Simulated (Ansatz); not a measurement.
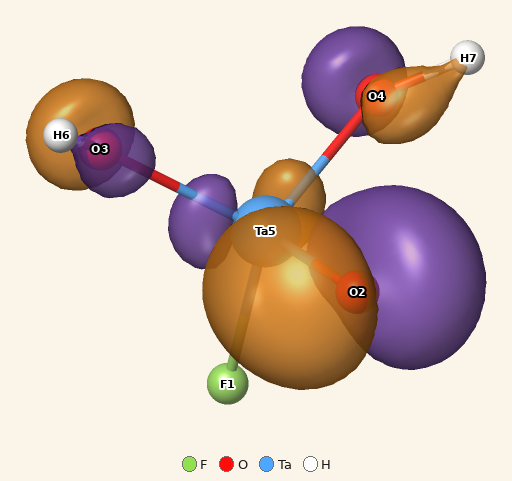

*FH₂O₃Ta. The HOMO−1 at ±0.15 Å⁻³ᐟ² (orange and purple are the two phases), seen at a tilt.*

Geometry: PBE0-D4/def2-SVP; core potentials replace the inner electrons of Ta.

Method: isolated molecule in a Gaussian basis; Kohn-Sham density functional theory, functional PBE0 (Ansatz 0.2.0).

The calculation's input:

```
basis:
  gaussian:
    orbitals: def2-TZVPD
crystal:
  periodic: [false, false, false]
  atoms:
    - symbol: F
      position_ang: [-1.171115, 1.638557, 0.991612]
    - symbol: O
      position_ang: [-1.398317, -1.132616, 0.088114]
    - symbol: O
      position_ang: [1.211509, -0.390251, 1.173469]
    - symbol: O
      position_ang: [0.236951, 0.596477, -1.607873]
    - symbol: Ta
      position_ang: [-0.292651, 0.180798, 0.166659]
    - symbol: H
      position_ang: [1.454634, -1.206735, 1.618289]
    - symbol: H
      position_ang: [0.020090, 0.245768, -2.475971]
hamiltonian:
  xc: pbe0
output:
  forces: true
  orbitals: {seedname: orbitals}
```

Launched as:

```sh
ansatz run input.yaml --threads 2 --pin off --max-ram 5220MiB --events-out events.jsonl --progress --plain --runs-dir runs
```

Where does this orbital lie, and at what energy?

Answer. It lies mainly on O2 (about 65 %), Ta5 (about 20 %), O3 (about 5 %) and O4 (about 5 %). Its energy is −9.60 eV.
